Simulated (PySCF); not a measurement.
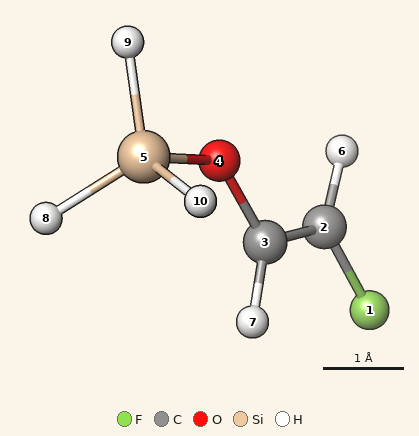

Fig. 1: The input geometry (ball-and-stick view, seen at a tilt; atoms are numbered from 1 in the order of the input). Bond lengths as drawn: C–C 1.32 Å, C–F 1.35 Å, C–H 1.08 Å, C–O 1.34 Å, H–Si 1.45 to 1.46 Å and O–Si 1.63 Å.

## Energy and gradient calculation, with input and output: C2H5FOSi

System: C2H5FOSi.
Method: HF/3-21G, RHF (PySCF 2.14.0).

The geometry comes from this level: GFN2-xTB. Figures and captions count atoms from 1; the log counts them from 0 in places.

## The program's output
```
PySCF version 2.14.0

[INPUT] num. atoms = 10
[INPUT] num. electrons = 48
[INPUT] charge = 0
[INPUT] spin (= nelec alpha-beta = 2S) = 0
[INPUT] symmetry False subgroup None
[INPUT] Mole.unit = angstrom
[INPUT] Symbol           X                Y                Z      unit          X                Y                Z       unit  Magmom
[INPUT]  1 F     -2.278500000000   1.692730000000   1.416640000000 AA   -4.305740974821   3.198796102835   2.677061617104 Bohr   0.0
[INPUT]  2 C     -1.241740000000   0.834680000000   1.402190000000 AA   -2.346548517917   1.577316601652   2.649755074604 Bohr   0.0
[INPUT]  3 C     -0.656840000000   0.509080000000   0.259420000000 AA   -1.241247707659   0.962021775494   0.490232751235 Bohr   0.0
[INPUT]  4 O      0.376200000000  -0.342000000000   0.217930000000 AA    0.710914968061  -0.646286334601   0.411828014326 Bohr   0.0
[INPUT]  5 Si     1.268530000000  -0.909240000000  -1.028500000000 AA    2.397174280795  -1.718214581500  -1.943583319115 Bohr   0.0
[INPUT]  6 H     -0.973660000000   0.474600000000   2.381970000000 AA   -1.839950738444   0.896864018719   4.501270936930 Bohr   0.0
[INPUT]  7 H     -1.005240000000   0.929830000000  -0.675720000000 AA   -1.899628289458   1.757124042404  -1.276925736891 Bohr   0.0
[INPUT]  8 H      0.416010000000  -1.627990000000  -1.976910000000 AA    0.786144965080  -3.076455233531  -3.735818472914 Bohr   0.0
[INPUT]  9 H      2.169720000000  -1.758630000000  -0.270130000000 AA    4.100176566991  -3.323329054444  -0.510471718029 Bohr   0.0
[INPUT] 10 H      1.925520000000   0.196950000000  -1.726890000000 AA    3.638705447373   0.372181560233  -3.263349147250 Bohr   0.0

nuclear repulsion = 216.181497991826
number of shells = 37
number of NR pGTOs = 102
number of NR cGTOs = 59
basis = 3-21g
ecp = {}

******** <class 'pyscf.scf.hf.RHF'> ********
method = RHF
initial guess = minao
damping factor = 0
level_shift factor = 0
DIIS = <class 'pyscf.scf.diis.CDIIS'>
diis_start_cycle = 1
diis_space = 8
diis_damp = 0
SCF conv_tol = 1e-10
SCF conv_tol_grad = None
SCF max_cycles = 50
direct_scf = True
direct_scf_tol = 1e-13
Set gradient conv threshold to 1e-05
Initial guess from minao.
init E= -539.419935582389
  HOMO = -0.205652209469644  LUMO = 0.067746575310982  gap/eV = 7.43956
cycle= 1 E= -538.850411240764  delta_E= 0.57  |g|= 0.602  |ddm|= 2.93
  HOMO = -0.353576329305475  LUMO = 0.125558413622971  gap/eV = 13.03792
cycle= 2 E= -538.917454043748  delta_E= -0.067  |g|= 0.326  |ddm|= 0.749
  HOMO = -0.344465670333264  LUMO = 0.129206433641261  gap/eV = 12.88927
cycle= 3 E= -538.935265786315  delta_E= -0.0178  |g|= 0.0504  |ddm|= 0.295
  HOMO = -0.336512914618253  LUMO = 0.137777425454287  gap/eV = 12.90610
cycle= 4 E= -538.936088937809  delta_E= -0.000823  |g|= 0.0115  |ddm|= 0.0821
  HOMO = -0.339801979393743  LUMO = 0.136688046824434  gap/eV = 12.96595
cycle= 5 E= -538.936134555895  delta_E= -4.56e-05  |g|= 0.00441  |ddm|= 0.0176
  HOMO = -0.339640911601798  LUMO = 0.136637152049086  gap/eV = 12.96019
cycle= 6 E= -538.936141308546  delta_E= -6.75e-06  |g|= 0.00135  |ddm|= 0.00798
  HOMO = -0.339464223822886  LUMO = 0.136635697153104  gap/eV = 12.95534
cycle= 7 E= -538.936142192972  delta_E= -8.84e-07  |g|= 0.000295  |ddm|= 0.00267
  HOMO = -0.339503432289435  LUMO = 0.136669508919562  gap/eV = 12.95733
cycle= 8 E= -538.936142235155  delta_E= -4.22e-08  |g|= 5.21e-05  |ddm|= 0.000575
  HOMO = -0.339502913171795  LUMO = 0.136660474132446  gap/eV = 12.95707
cycle= 9 E= -538.936142236537  delta_E= -1.38e-09  |g|= 1.81e-05  |ddm|= 0.000106
  HOMO = -0.339502781609738  LUMO = 0.136658958074595  gap/eV = 12.95702
cycle= 10 E= -538.936142236658  delta_E= -1.21e-10  |g|= 5.5e-06  |ddm|= 3.02e-05
  HOMO = -0.33950345196812  LUMO = 0.13665913893243  gap/eV = 12.95704
cycle= 11 E= -538.936142236679  delta_E= -2.16e-11  |g|= 2.2e-06  |ddm|= 1.28e-05
  HOMO = -0.339503465894778  LUMO = 0.136658803101561  gap/eV = 12.95704
```

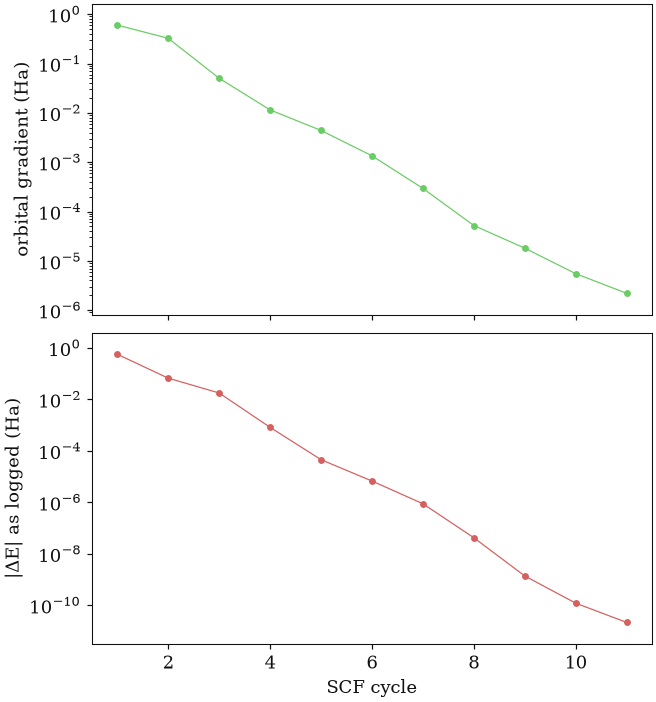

Fig. 2: Convergence of the self-consistent field: orbital gradient and size of the energy change against the SCF cycle. The residual falls at every step.

```
Extra cycle  E= -538.936142236681  delta_E= -1.14e-12  |g|= 8.36e-07  |ddm|= 4.12e-06
converged SCF energy = -538.936142236681
total energy: -538.93614224 hartree

******** <class 'pyscf.grad.rhf.Gradients'> for <class 'pyscf.scf.hf.RHF'> ********
unit = Eh/Bohr
--------------- RHF gradients ---------------
         x                y                z
0 F     0.0164774138    -0.0139501578     0.0018211064
1 C    -0.0224229854     0.0171443606     0.0112142941
2 C     0.0295153730    -0.0216610692    -0.0211392677
3 O     0.0095483591    -0.0047636795    -0.0225926765
4 Si    -0.0145084493     0.0110006281     0.0074418884
5 H    -0.0021614807     0.0001417761     0.0116171467
6 H     0.0007523422     0.0005027296    -0.0077242400
7 H     0.0019726049     0.0062382034     0.0069072270
8 H    -0.0125953927     0.0094601763     0.0069864217
9 H    -0.0065777849    -0.0041129677     0.0054680997
----------------------------------------------
**** SCF Summaries ****
Total Energy =                        -538.936142236680553
Nuclear Repulsion Energy =             216.181497991825779
One-electron Energy =                -1174.856258506916674
Two-electron Energy =                  419.738618278410399
Two-electron Coulomb Energy =          470.531824840986133
DFT Exchange-Correlation Energy =      -50.793206562575733
HOMO-LUMO gap [eV] =                    12.957035309818444
**** MO energy ****
MO #1   energy= -68.3417118656171  occ= 2
MO #2   energy= -26.1566330934532  occ= 2
MO #3   energy= -20.4736046306392  occ= 2
MO #4   energy= -11.2500484401504  occ= 2
MO #5   energy= -11.2497189367785  occ= 2
MO #6   energy= -6.14973716414213  occ= 2
MO #7   energy= -4.24583360536579  occ= 2
MO #8   energy= -4.24541177750881  occ= 2
MO #9   energy= -4.24537589513767  occ= 2
MO #10  energy= -1.59628150897453  occ= 2
MO #11  energy= -1.39810579185996  occ= 2
MO #12  energy= -1.03673825794459  occ= 2
MO #13  energy= -0.831612907876718 occ= 2
MO #14  energy= -0.782221178719882 occ= 2
MO #15  energy= -0.708245591143669 occ= 2
MO #16  energy= -0.68992157932963  occ= 2
MO #17  energy= -0.66282554609759  occ= 2
MO #18  energy= -0.625213433245329 occ= 2
MO #19  energy= -0.603265611736448 occ= 2
MO #20  energy= -0.572863078824646 occ= 2
MO #21  energy= -0.523920669244116 occ= 2
MO #22  energy= -0.489118991972911 occ= 2
MO #23  energy= -0.471598954967868 occ= 2
MO #24  energy= -0.339503465894778 occ= 2
MO #25  energy= 0.136658803101561  occ= 0
MO #26  energy= 0.193292346009086  occ= 0
MO #27  energy= 0.212517909798936  occ= 0
MO #28  energy= 0.23401816385945   occ= 0
MO #29  energy= 0.284543530136301  occ= 0
MO #30  energy= 0.317239632586408  occ= 0
MO #31  energy= 0.344981015022336  occ= 0
MO #32  energy= 0.378558100520126  occ= 0
MO #33  energy= 0.425336857132257  occ= 0
MO #34  energy= 0.462715575829355  occ= 0
MO #35  energy= 0.467335150006343  occ= 0
MO #36  energy= 0.589578313731272  occ= 0
MO #37  energy= 0.640426439797979  occ= 0
MO #38  energy= 0.676152432113083  occ= 0
MO #39  energy= 0.957327523808119  occ= 0
MO #40  energy= 0.970316423039047  occ= 0
MO #41  energy= 1.01384516765786   occ= 0
MO #42  energy= 1.05502444077684   occ= 0
MO #43  energy= 1.077855899311     occ= 0
MO #44  energy= 1.18594087300741   occ= 0
MO #45  energy= 1.31976078738585   occ= 0
MO #46  energy= 1.33539471486017   occ= 0
MO #47  energy= 1.33786993852899   occ= 0
MO #48  energy= 1.37900909351804   occ= 0
MO #49  energy= 1.50543407818124   occ= 0
MO #50  energy= 1.53998170451049   occ= 0
MO #51  energy= 1.88142054801991   occ= 0
MO #52  energy= 1.88567970069946   occ= 0
MO #53  energy= 2.05459400443393   occ= 0
MO #54  energy= 2.29680633866965   occ= 0
MO #55  energy= 2.31214327269407   occ= 0
MO #56  energy= 2.46767707167255   occ= 0
MO #57  energy= 2.48985294286595   occ= 0
MO #58  energy= 3.3960277477244    occ= 0
MO #59  energy= 4.1135385620737    occ= 0
 ** Mulliken pop on meta-lowdin orthogonal AOs  **
 ** Mulliken pop  **
pop of  0 F 1s            1.99985
pop of  0 F 2s            1.83628
pop of  0 F 3s            0.00258
pop of  0 F 2px           1.69879
pop of  0 F 2py           1.77728
pop of  0 F 2pz           1.96806
pop of  0 F 3px           0.00044
pop of  0 F 3py           0.00050
pop of  0 F 3pz           0.00195
pop of  1 C 1s            1.99978
pop of  1 C 2s            0.95622
pop of  1 C 3s            0.00380
pop of  1 C 2px           0.85151
pop of  1 C 2py           0.92867
pop of  1 C 2pz           1.10337
pop of  1 C 3px           0.00985
pop of  1 C 3py           0.00659
pop of  1 C 3pz           0.01412
pop of  2 C 1s            1.99978
pop of  2 C 2s            0.93816
pop of  2 C 3s            0.00390
pop of  2 C 2px           0.90180
pop of  2 C 2py           0.94722
pop of  2 C 2pz           1.09714
pop of  2 C 3px           0.00756
pop of  2 C 3py           0.00578
pop of  2 C 3pz           0.00949
pop of  3 O 1s            1.99979
pop of  3 O 2s            1.56874
pop of  3 O 3s            0.00252
pop of  3 O 2px           1.56187
pop of  3 O 2py           1.66782
pop of  3 O 2pz           1.79289
pop of  3 O 3px           0.00191
pop of  3 O 3py           0.00248
pop of  3 O 3pz           0.00544
pop of  4 Si 1s           1.99999
pop of  4 Si 2s           1.99982
pop of  4 Si 3s           0.99457
pop of  4 Si 4s           0.00666
pop of  4 Si 2px          1.99980
pop of  4 Si 2py          1.99983
pop of  4 Si 2pz          1.99978
pop of  4 Si 3px          0.69960
pop of  4 Si 3py          0.77474
pop of  4 Si 3pz          0.64739
pop of  4 Si 4px          0.01465
pop of  4 Si 4py          0.01702
pop of  4 Si 4pz          0.01882
pop of  5 H 1s            0.86621
pop of  5 H 2s            0.01427
pop of  6 H 1s            0.88813
pop of  6 H 2s            0.01236
pop of  7 H 1s            1.13040
pop of  7 H 2s            0.00268
pop of  8 H 1s            1.10491
pop of  8 H 2s            0.00138
pop of  9 H 1s            1.13040
pop of  9 H 2s            0.00268
 ** Mulliken atomic charges  **
charge of    0F =     -0.28572
charge of    1C =      0.12610
charge of    2C =      0.08917
charge of    3O =     -0.60345
charge of    4Si =      0.82732
charge of    5H =      0.11952
charge of    6H =      0.09951
charge of    7H =     -0.13308
charge of    8H =     -0.10629
charge of    9H =     -0.13308
Dipole moment(X, Y, Z, Debye):  1.55774, -1.04687, -1.76671
```

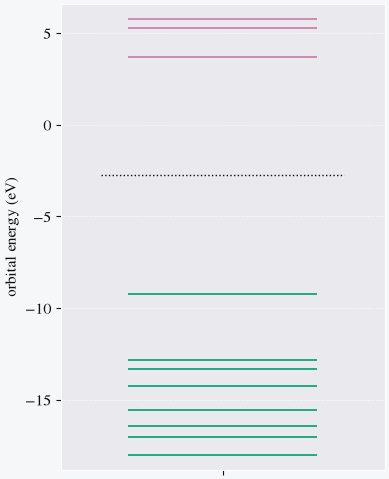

Fig. 3: Orbital energies near the frontier; the dotted line parts filled from empty levels, and levels within 0.02 eV of each other stand side by side. Highest filled −9.24 eV, lowest empty 3.72 eV, 12.96 eV apart.

The run was set up as follows.

## The input (job.py)
```python
from pyscf import gto, scf

system = gto.M(
    atom='''
F     -2.278500     1.692730     1.416640
C     -1.241740     0.834680     1.402190
C     -0.656840     0.509080     0.259420
O      0.376200    -0.342000     0.217930
Si     1.268530    -0.909240    -1.028500
H     -0.973660     0.474600     2.381970
H     -1.005240     0.929830    -0.675720
H      0.416010    -1.627990    -1.976910
H      2.169720    -1.758630    -0.270130
H      1.925520     0.196950    -1.726890
''',
    verbose=4,
    max_memory=1860,
    spin=0,
    basis='3-21g',
)

hf = scf.RHF(system)
hf.conv_tol = 1e-10
hf.kernel()
if not hf.converged:
    hf = hf.newton().run(hf.mo_coeff, hf.mo_occ)

etot = hf.e_tot
print(f'total energy: {etot:.8f} hartree')
grad = hf.nuc_grad_method().kernel()
hf.analyze()
```

Command:
```bash
OMP_NUM_THREADS=1 python job.py
```

## Key numbers

| quantity | value |
| --- | --- |
| outcome | converged |
| total energy | −538.936142 hartree |
| basis functions | 59 |
| largest force | 2.174 eV/Å |
| HOMO | −9.24 eV |
| LUMO | 3.72 eV |
| dipole moment | 2.58 D |
| hardware | 1 thread of Intel Xeon @ 2.50GHz (Skylake/Cascade Lake), 16 GiB of memory available, shared host |
| wall time | 2.5 s |
| peak memory | 0.13 GiB |
